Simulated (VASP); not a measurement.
# SrMoO4: structure and properties in VASP, part 3 of 7

How well does PBEsol reproduce what experiment finds for SrMoO4? The cell is relaxed first, and properties follow on it. The start is a cell from a database of measured crystal structures.

VASP 6.6.1; PBEsol; plane waves and PAW (Sr_sv, Mo_sv, O).

So far, gap on the k-mesh (eV): step 2 (relaxing cell and atoms (PBEsol)) 3.70; step 3 (second relaxation) 3.70.

**4. Density, ELF and potential (PBEsol)**

The relaxed cell gets a fresh self-consistent run, on a basis set for its own volume, to fix the density and to check the remaining stress.

Contents of INCAR:

```
SYSTEM = SrMoO4
PREC = Accurate
ENCUT = 520
EDIFF = 1E-06
NELM = 100
ISMEAR = 0
SIGMA = 0.05
LREAL = .FALSE.
ALGO = Normal
GGA = PS
NBANDS = 60
LASPH = .TRUE.
LORBIT = 11
LWAVE = .FALSE.
LCHARG = .TRUE.
ISIF = 2
LELF = .TRUE.
LVHAR = .TRUE.
```

Contents of POSCAR:

```
SrMoO4
1.0
   -5.3904756606      0.0000000003      0.0000000000
    0.0000000003      5.3904756606      0.0000000000
    2.6952378301     -2.6952378305     -5.9558744460
Sr Mo O
2 2 8
Direct
    0.7500000000      0.2500000000      0.5000000000
    0.0000000000      0.0000000000      0.0000000000
    0.2500000000      0.7500000000      0.5000000000
    0.5000000000      0.5000000000      0.0000000000
    0.0951284501      0.6930333090      0.6645803170
    0.4430333090      0.8194518669      0.1645803170
    0.5694518669      0.9715470080      0.6645803170
    0.7215470080      0.3451284501      0.1645803170
    0.6548715499      0.5569666910      0.8354196830
    0.3069666910      0.4305481331      0.3354196830
    0.1805481331      0.2784529920      0.8354196830
    0.0284529920      0.9048715499      0.3354196830
```

Contents of KPOINTS:

```
Automatic mesh
0
Gamma
6 6 6
0 0 0
```

The projector-augmented-wave data sets are Sr_sv, Mo_sv and O (PBE family, release 64).

The run is started by

```
mpirun -np 8 vasp_std
```

Log:

```text
[banner, memory and clock lines left out]
running    8 mpi-ranks, on    1 nodes
 distrk:  each k-point on    8 cores,    1 groups
 distr:  one band on    1 cores,    8 groups

 POSCAR found type information on POSCAR SrMoO
 POSCAR found :  3 types and      12 ions
 [... a notice as in an earlier step ...]

 [... a notice as in an earlier step ...]

 LDA part: xc-table for (Slater+PW92), standard interpolation
|                                                                             |
|           W    W    AA    RRRRR   N    N  II  N    N   GGGG   !!!           |
|           W    W   A  A   R    R  NN   N  II  NN   N  G    G  !!!           |
|           W    W  A    A  R    R  N N  N  II  N N  N  G       !!!           |
|           W WW W  AAAAAA  RRRRR   N  N N  II  N  N N  G  GGG   !            |
|           WW  WW  A    A  R   R   N   NN  II  N   NN  G    G                |
|           W    W  A    A  R    R  N    N  II  N    N   GGGG   !!!           |
|                                                                             |
|     The number of bands has been changed from the values supplied in        |
|     The orbitals not found in the WAVECAR file will be initialized with     |
|     random numbers, which is usually adequate. For correlated               |
|     calculations, however, you should redo the groundstate calculation.     |
|     I found NBANDS = 60. Now, NBANDS = 64.                                  |
|                                                                             |

 POSCAR, INCAR and KPOINTS ok, starting setup
 FFT: planning ... GRIDC
 FFT: planning ... GRID_SOFT
 FFT: planning ... GRID
 WAVECAR not read
 entering main loop
       N       E                     dE             d eps       ncg     rms          rms(c)
DAV:   1     0.811167646272E+03    0.81117E+03   -0.54960E+04  4624   0.148E+03
DAV:   2    -0.704999665049E+02   -0.88167E+03   -0.84933E+03  5696   0.390E+02
DAV:   3    -0.120611185484E+03   -0.50111E+02   -0.49773E+02  6376   0.927E+01
DAV:   4    -0.121787369829E+03   -0.11762E+01   -0.11741E+01  6952   0.119E+01
DAV:   5    -0.121806687129E+03   -0.19317E-01   -0.19314E-01  5824   0.143E+00    0.921E+01
DAV:   6    -0.102990954219E+03    0.18816E+02   -0.10067E+02  5184   0.511E+01    0.241E+01
DAV:   7    -0.101095606312E+03    0.18953E+01   -0.29353E+01  5232   0.284E+01    0.271E+01
DAV:   8    -0.100067613710E+03    0.10280E+01   -0.27577E+00  5280   0.107E+01    0.183E+00
DAV:   9    -0.100039766638E+03    0.27847E-01   -0.13167E-01  5488   0.194E+00    0.856E-01
DAV:  10    -0.100040197758E+03   -0.43112E-03   -0.38299E-02  6392   0.932E-01    0.369E-01
DAV:  11    -0.100040464875E+03   -0.26712E-03   -0.53782E-03  5592   0.342E-01    0.179E-01
DAV:  12    -0.100040696159E+03   -0.23128E-03   -0.62519E-04  6240   0.108E-01    0.433E-02
DAV:  13    -0.100040724843E+03   -0.28683E-04   -0.11344E-04  5480   0.606E-02    0.313E-02
DAV:  14    -0.100040726245E+03   -0.14024E-05   -0.14009E-05  5832   0.194E-02    0.108E-02
DAV:  15    -0.100040727118E+03   -0.87329E-06   -0.32220E-06  4424   0.843E-03
   1 F= -.10004073E+03 E0= -.10004073E+03  d E =-.983420E-28
```

It took 66 s on 8 MPI ranks of Intel Xeon Platinum 8259CL at 2.50GHz (Skylake/Cascade Lake), shared host; peak memory 1.8 GiB; 8.7 min of CPU time.

OUTCAR, selected parts (step 4):

```text
  LATTYP: Found a body centered tetragonal cell.
 ALAT       =     5.3904756606
 C/A-ratio  =     2.2097769551

 Found     36 irreducible k-points:

   k-points           NKPTS =     36   k-points in BZ     NKDIM =     36   number of bands    NBANDS=     64

   NELECT =      96.0000    total number of electrons

 E-fermi :   1.9510

 k-point     1 :       0.0000    0.0000    0.0000
  band No.  band energies     occupation
    ...
     44       0.6810      2.00000
     45       0.8556      2.00000
     46       1.2689      2.00000
     47       1.5759      2.00000
     48       1.5759      2.00000
     49       5.2722      0.00000
     50       5.5938      0.00000
     51       5.9120      0.00000
     52       5.9433      0.00000
     53       7.2684      0.00000
    ...

 k-point     2 :       0.1667    0.0000    0.0000
  band No.  band energies     occupation
    ...
     44       0.7780      2.00000
     45       0.8573      2.00000
     46       1.2811      2.00000
     47       1.4952      2.00000
     48       1.5100      2.00000
     49       5.3526      0.00000
     50       5.6252      0.00000
     51       5.8699      0.00000
     52       5.9693      0.00000
     53       7.2650      0.00000
    ...

  Total       -0.0531048     -0.0531048     -0.0327159     -0.0000000     -0.0000000     -0.0000000
  in kB       -0.4916367     -0.4916367     -0.3028795     -0.0000003     -0.0000000     -0.0000000
  external PRESSURE =      -0.4287176 kB  Pullay stress =       0.0000000 kB

 POSITION                                       TOTAL-FORCE (eV/Angst)
 -----------------------------------------------------------------------------------
     -2.69524      0.00000     -2.97794        -0.000000     -0.000000     -0.000000
      0.00000      0.00000      0.00000        -0.000000     -0.000000     -0.000000
      0.00000      2.69524     -2.97794        -0.000000     -0.000000     -0.000000
     -2.69524      2.69524      0.00000        -0.000000     -0.000000     -0.000000
      1.27841      1.94458     -3.95816        -0.007047     -0.004225      0.003087
     -1.94458      3.97365     -0.98022         0.004225     -0.007047      0.003087
     -1.27841      3.44590     -3.95816         0.007047      0.004225      0.003087
     -3.44590      1.41682     -0.98022        -0.004225      0.007047      0.003087
     -1.27841      0.75066     -4.97565         0.007047      0.004225     -0.003087
     -0.75066      1.41682     -1.99772        -0.004225      0.007047     -0.003087
      1.27841     -0.75066     -4.97565        -0.007047     -0.004225     -0.003087
      0.75066      3.97365     -1.99772         0.004225     -0.007047     -0.003087
 -----------------------------------------------------------------------------------
    total drift:                               -0.000000     -0.000000     -0.000000

  FREE ENERGIE OF THE ION-ELECTRON SYSTEM (eV)
  ---------------------------------------------------
  free  energy   TOTEN  =      -100.0407271184 eV

  energy  without entropy=     -100.0407271184  energy(sigma->0) =     -100.04072712

[... 6 parts as in an earlier step ...]

[... 7 further parts left out ...]
```

Numbers from this step:

```
SCF cycles   : 15
bands        : 64
Fermi energy : 1.951 eV
pressure     : -0.04287 GPa
```

Valence electrons inside each PAW sphere by angular momentum. Sphere charges, by row:

| atom | s (e) | p (e) | d (e) | tot (e) |
| --- | --- | --- | --- | --- |
| Sr1 | 1.998 | 5.768 | 0.192 | 7.958 |
| Sr2 | 1.998 | 5.768 | 0.192 | 7.958 |
| Mo3 | 2.464 | 6.365 | 4.047 | 12.88 |
| Mo4 | 2.464 | 6.365 | 4.047 | 12.88 |
| O5 | 1.577 | 3.438 | 0 | 5.015 |
| O6 | 1.577 | 3.438 | 0 | 5.015 |
| O7 | 1.577 | 3.438 | 0 | 5.015 |
| O8 | 1.577 | 3.438 | 0 | 5.015 |
| O9 | 1.577 | 3.438 | 0 | 5.015 |
| O10 | 1.577 | 3.438 | 0 | 5.015 |
| O11 | 1.577 | 3.438 | 0 | 5.015 |
| O12 | 1.577 | 3.438 | 0 | 5.015 |

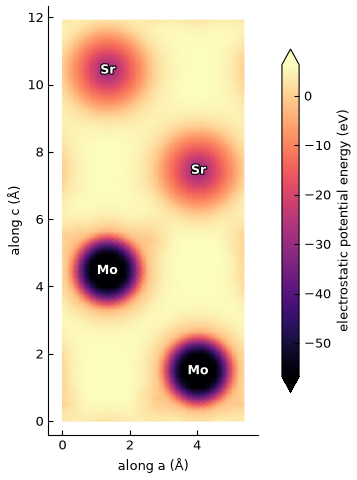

Electrostatic potential energy in the ac plane of the conventional cell at fractional y = 0.000, with atoms of Sr and Mo within 0.2 Å of it. With pseudopotentials it is smooth inside the atoms' cores, unlike the true potential. The map starts off the cell's origin, so that atoms lie inside it.

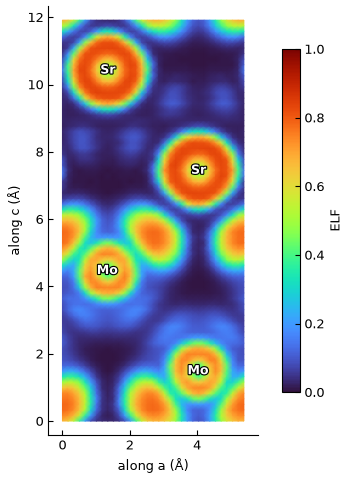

ELF in the ac plane of the conventional cell at fractional y = 0.000, with atoms of Sr and Mo within 0.2 Å of it. It is the smooth field of the valence electrons, not physical close to the nuclei. The map starts off the cell's origin, so that atoms lie inside it.

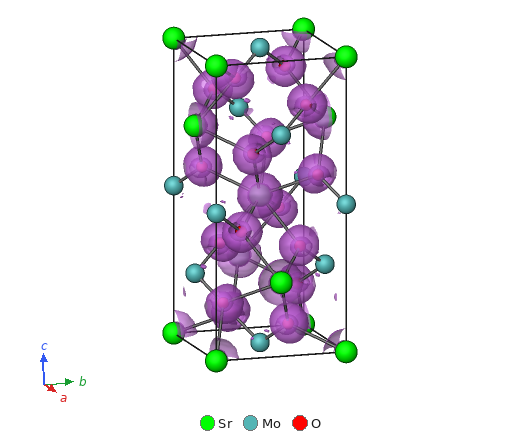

Surface of ELF = 0.77.

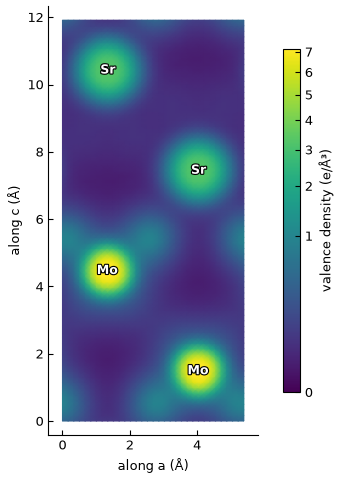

Valence density in the ac plane of the conventional cell at fractional y = 0.000, with atoms of Sr and Mo within 0.2 Å of it. It is the smooth field of the valence electrons, not physical close to the nuclei. The map starts off the cell's origin, so that atoms lie inside it. The colour scale is stretched toward low values.

In this run the pressure is -0.04 GPa, small enough to go on.

**5. Bands along the symmetry lines (PBEsol)**

The mesh alone shows little of the dispersion and can miss band extrema, so KPOINTS_OPT adds a path through the symmetry points after the self-consistent cycle.

Contents of INCAR:

```
SYSTEM = SrMoO4
PREC = Accurate
ENCUT = 520
EDIFF = 1E-06
NELM = 100
ISMEAR = 0
SIGMA = 0.05
LREAL = .FALSE.
ALGO = Normal
GGA = PS
NBANDS = 76
LASPH = .TRUE.
LORBIT = 11
LWAVE = .FALSE.
LCHARG = .FALSE.
KPAR = 8
```

POSCAR is that of step 4.

KPOINTS is that of step 4.

Contents of KPOINTS_OPT:

```
Line mode
12
Line-mode
Reciprocal
  0.00000000   0.00000000   0.00000000 GAMMA
 -0.50000000   0.50000000   0.00000000 X

 -0.50000000   0.50000000   0.00000000 X
 -0.39760633   0.60239367  -0.10239367 Y

 -0.39760633   0.60239367  -0.10239367 Y
  0.00000000   0.60239367  -0.30119684 S

  0.00000000   0.60239367  -0.30119684 S
  0.00000000   0.00000000   0.00000000 GAMMA

  0.00000000   0.00000000   0.00000000 GAMMA
  0.00000000   0.00000000   0.50000000 Z

  0.00000000   0.00000000   0.50000000 Z
  0.00000000   0.39760633   0.30119684 S1

  0.00000000   0.39760633   0.30119684 S1
  0.00000000   0.50000000   0.00000000 N

  0.00000000   0.50000000   0.00000000 N
 -0.50000000   0.50000000   0.25000000 P

 -0.50000000   0.50000000   0.25000000 P
 -0.39760633   0.39760633   0.50000000 Y1

 -0.39760633   0.39760633   0.50000000 Y1
  0.00000000   0.00000000   0.50000000 Z

 -0.50000000   0.50000000   0.00000000 X
 -0.50000000   0.50000000   0.25000000 P
```

The run is started by

```
mpirun -np 8 vasp_std
```

Log:

```text
[... set-up lines as in an earlier step ...]
 entering main loop
       N       E                     dE             d eps       ncg     rms          rms(c)
DAV:   1     0.773497006026E+03    0.77350E+03   -0.53438E+04  5480   0.125E+03
DAV:   2    -0.750125794958E+02   -0.84851E+03   -0.81132E+03  6400   0.347E+02
DAV:   3    -0.120650128496E+03   -0.45638E+02   -0.45227E+02  7060   0.787E+01
DAV:   4    -0.121793174789E+03   -0.11430E+01   -0.11370E+01  8128   0.943E+00
DAV:   5    -0.121806965889E+03   -0.13791E-01   -0.13790E-01  6604   0.109E+00    0.921E+01
DAV:   6    -0.103311007060E+03    0.18496E+02   -0.73747E+01  5728   0.430E+01    0.242E+01
DAV:   7    -0.101034058280E+03    0.22769E+01   -0.20281E+01  5684   0.233E+01    0.258E+01
DAV:   8    -0.100093371794E+03    0.94069E+00   -0.22172E+00  6008   0.881E+00    0.213E+00
DAV:   9    -0.100040056405E+03    0.53315E-01   -0.10142E-01  5984   0.186E+00    0.731E-01
DAV:  10    -0.100040011771E+03    0.44634E-04   -0.22848E-02  6476   0.733E-01    0.325E-01
DAV:  11    -0.100040505227E+03   -0.49346E-03   -0.42548E-03  6460   0.259E-01    0.140E-01
DAV:  12    -0.100040672687E+03   -0.16746E-03   -0.24055E-04  6356   0.674E-02    0.318E-02
DAV:  13    -0.100040722581E+03   -0.49894E-04   -0.62366E-05  6388   0.315E-02    0.238E-02
DAV:  14    -0.100040727150E+03   -0.45696E-05   -0.91960E-06  5816   0.152E-02    0.905E-03
DAV:  15    -0.100040727325E+03   -0.17459E-06   -0.65592E-07  4444   0.337E-03
   1 F= -.10004073E+03 E0= -.10004073E+03  d E =-.207380E-35
 Start KPOINTS_OPT (optional k-point list driver)
k-point batch [1-36\132]
       N       E                     dE             ncg
DAV:   1    -0.105104344845E+05   -0.84072E+05     5552
DAV:   2    -0.400297573900E+05   -0.29519E+05     6340
DAV:   3    -0.416233611909E+05   -0.15936E+04     6928
DAV:   4    -0.416599185636E+05   -0.36557E+02     8044
DAV:   5    -0.416603488403E+05   -0.43028E+00     6528
DAV:   6    -0.416603575017E+05   -0.86614E-02     7292
DAV:   7    -0.416603575886E+05   -0.86980E-04     6544
DAV:   8    -0.416603575903E+05   -0.16887E-05     4852
DAV:   9    -0.416603575906E+05   -0.23819E-06     3720
[...]
k-point batch [109-132\132]
       N       E                     dE             ncg
DAV:   1     0.236284931337E+05   -0.60871E+05     3696
DAV:   2     0.398367864136E+04   -0.19645E+05     4232
DAV:   3     0.292876086957E+04   -0.10549E+04     4584
DAV:   4     0.290498763333E+04   -0.23773E+02     5272
DAV:   5     0.290471462757E+04   -0.27301E+00     4400
DAV:   6     0.290471045562E+04   -0.41719E-02     4676
DAV:   7     0.290471039421E+04   -0.61415E-04     4496
DAV:   8     0.290471039211E+04   -0.21002E-05     3096
DAV:   9     0.290471039197E+04   -0.14022E-06     2468
```

It took 3.3 min on 8 MPI ranks; peak memory 6.4 GiB.

Parts of OUTCAR (step 5):

```text
   k-points           NKPTS =     36   k-points in BZ     NKDIM =     36   number of bands    NBANDS=     76

   NELECT =      96.0000    total number of electrons

 E-fermi :   2.0059

 k-point     1 :       0.0000    0.0000    0.0000
  band No.  band energies     occupation
    ...
     44       0.6811      2.00000
     45       0.8557      2.00000
     46       1.2689      2.00000
     47       1.5760      2.00000
     48       1.5760      2.00000
     49       5.2723      0.00000
     50       5.5939      0.00000
     51       5.9121      0.00000
     52       5.9433      0.00000
     53       7.2685      0.00000
    ...

  Total       -0.0564735     -0.0564735     -0.0360525     -0.0000000     -0.0000000     -0.0000000
  in kB       -0.5228241     -0.5228241     -0.3337692     -0.0000001     -0.0000000     -0.0000000
  external PRESSURE =      -0.4598058 kB  Pullay stress =       0.0000000 kB

 POSITION                                       TOTAL-FORCE (eV/Angst)
 -----------------------------------------------------------------------------------
     -2.69524      0.00000     -2.97794        -0.000000      0.000000      0.000000
      0.00000      0.00000      0.00000        -0.000000     -0.000000      0.000000
      0.00000      2.69524     -2.97794        -0.000000     -0.000000      0.000000
     -2.69524      2.69524      0.00000        -0.000000      0.000000      0.000000
      1.27841      1.94458     -3.95816        -0.007084     -0.004185      0.003131
     -1.94458      3.97365     -0.98022         0.004185     -0.007084      0.003131
     -1.27841      3.44590     -3.95816         0.007084      0.004185      0.003131
     -3.44590      1.41682     -0.98022        -0.004185      0.007084      0.003131
     -1.27841      0.75066     -4.97565         0.007084      0.004185     -0.003131
     -0.75066      1.41682     -1.99772        -0.004185      0.007084     -0.003131
      1.27841     -0.75066     -4.97565        -0.007084     -0.004185     -0.003131
      0.75066      3.97365     -1.99772         0.004185     -0.007084     -0.003131
 -----------------------------------------------------------------------------------
    total drift:                               -0.000000     -0.000000     -0.000000

  FREE ENERGIE OF THE ION-ELECTRON SYSTEM (eV)
  ---------------------------------------------------
  free  energy   TOTEN  =      -100.0407273249 eV

  energy  without entropy=     -100.0407273249  energy(sigma->0) =     -100.04072732

[... 9 parts as in an earlier step ...]

[... 7 further parts left out ...]
```

Spin-orbit coupling is off here; it would split degenerate levels. The cell is typed on its shortest vectors, so the axes of tensors and the coordinates of k-points follow the printed cell and not the standard setting.

This step gave:

| Quantity | Value |
| --- | --- |
| bands | 76 |
| Fermi energy | 2.006 eV |
| pressure | -0.04598 GPa |
| least gap on mesh and path | 3.696 eV |
| least direct gap on mesh and path | 3.696 eV |

Electronic bands along the path, in eV, zero at the valence-band top; v1 is the highest filled band, c1 the lowest empty one:

| point | v4 | v3 | v2 | v1 | c1 | c2 | c3 | c4 |
| --- | --- | --- | --- | --- | --- | --- | --- | --- |
| Γ | -0.72 | -0.31 | 0.00 | 0.00 | 3.70 | 4.02 | 4.34 | 4.37 |
| X | -0.46 | -0.46 | -0.39 | -0.39 | 3.96 | 3.96 | 4.41 | 4.41 |
| Y | -0.50 | -0.42 | -0.32 | -0.31 | 3.91 | 4.08 | 4.35 | 4.37 |
| S | -0.52 | -0.40 | -0.24 | -0.12 | 4.08 | 4.09 | 4.21 | 4.26 |
| Γ | -0.72 | -0.31 | 0.00 | 0.00 | 3.70 | 4.02 | 4.34 | 4.37 |
| Z | -0.38 | -0.38 | -0.08 | -0.08 | 3.85 | 3.85 | 4.07 | 4.07 |
| S1 | -0.52 | -0.40 | -0.24 | -0.12 | 4.08 | 4.09 | 4.21 | 4.26 |
| N | -0.52 | -0.48 | -0.27 | -0.20 | 4.05 | 4.16 | 4.21 | 4.38 |
| P | -0.43 | -0.43 | -0.42 | -0.42 | 3.96 | 3.96 | 4.40 | 4.40 |
| Y1 | -0.50 | -0.42 | -0.32 | -0.31 | 3.91 | 4.08 | 4.35 | 4.37 |
| Z | -0.38 | -0.38 | -0.08 | -0.08 | 3.85 | 3.85 | 4.07 | 4.07 |
| jump to X | -0.46 | -0.46 | -0.39 | -0.39 | 3.96 | 3.96 | 4.41 | 4.41 |
| P | -0.43 | -0.43 | -0.42 | -0.42 | 3.96 | 3.96 | 4.40 | 4.40 |

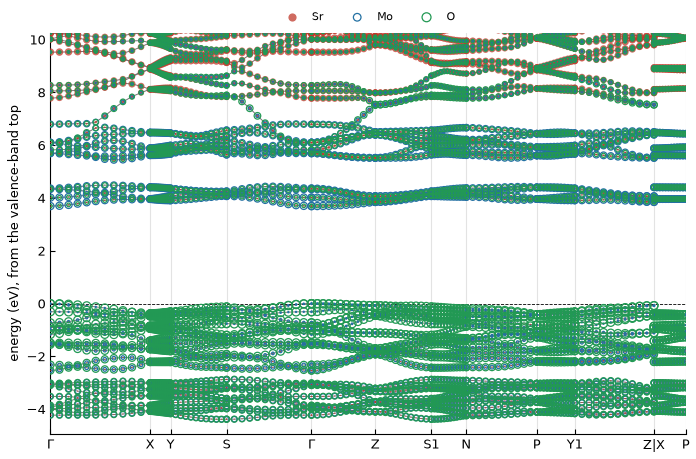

Electronic bands along the path; dots are coloured as in the legend, and their area grows with the weight.

The path finds the gap of the mesh within 0.02 eV, so the mesh comes close to both band edges.

[end of part 3 of 7]

[Lines on the potential files, build, host, timing and source positions are cut from VASP's logs without a mark.]

[Logs are printed without paths, hosts, clocks, repeated set-up lines and the standing remarks that a program may print on its own settings, such as how far it seeks lower states.]

[Hosts, paths, dates, database ids (printed as entryN), source tags and the programs' standing remarks are cut or masked in the printed files.]

[A measured line is paired with the nearest computed mode of its activity, which favours agreement.]
